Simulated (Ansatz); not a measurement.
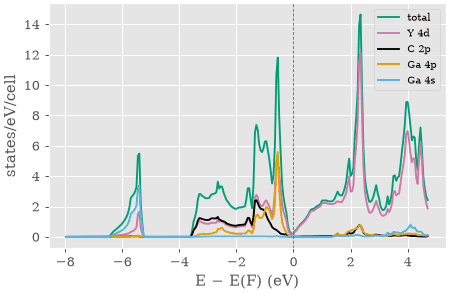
Figure: Total and projected density of states of Y₃GaC (anti-perovskite, Pm-3m), the program Ansatz at the r²SCAN level (PAW)

### Question
Which orbitals carry the states next to the Fermi level?

### Answer
Within 0.5 eV of the Fermi level: Y 4d 68 %, Ga 4p 24 %. Projections are on Löwdin-orthogonalised atomic valence shells; empty p or d shells of many metals are not among them.

### Question
Where is the tallest occupied peak in this window, and what makes it?

### Answer
Near -0.5 eV, about 12 states/eV per cell; the largest projected share is Ga 4p.

The workflow started from a Materials Project entry (that database holds measured and hypothetical structures alike); the Crystallography Open Database copy checked does not list it. Whether it is the stable phase at ambient conditions was not checked. The cell was relaxed with r²SCAN under the symmetry of its start; whether a distortion lowers the energy is not shown. The run is not spin-polarised. Spin–orbit coupling is left out wherever it is not named.

Potentials: the later of the program's two PAW sets.
